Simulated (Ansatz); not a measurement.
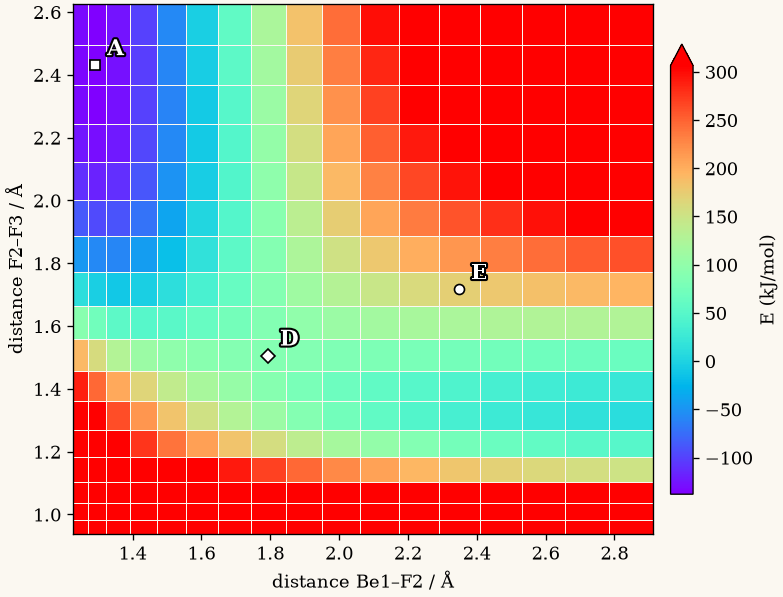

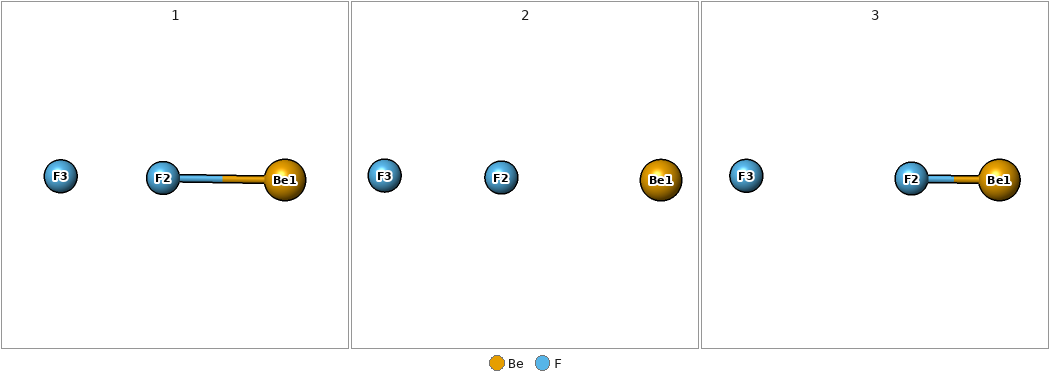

The system Be + F₂. First axis: distance Be1–F2. Second axis: distance F2–F3. Nothing is relaxed (the angle Be1–F2–F3 is fixed at 180 degrees). Grid: 17 × 17 points. Energies: kJ/mol, counted from Be far from the relaxed FF (each part in its own basis). The reference is spin-restricted, so regions where a bond is pulled apart into radicals lie too high. Theory: Ansatz 0.2.0, RHF/def2-TZVPD.

Drawn: one coloured cell a grid point, one colour for all values above the top of the scale, lettered points. The numbered pictures are the structures at these points, in random order.

> Which structure belongs to which point?

A is structure 3: distance Be1–F2 = 1.292 Å, distance F2–F3 = 2.431 Å, −138 kJ/mol; D is structure 1: distance Be1–F2 = 1.794 Å, distance F2–F3 = 1.506 Å, 88 kJ/mol; E is structure 2: distance Be1–F2 = 2.349 Å, distance F2–F3 = 1.717 Å, 172 kJ/mol.
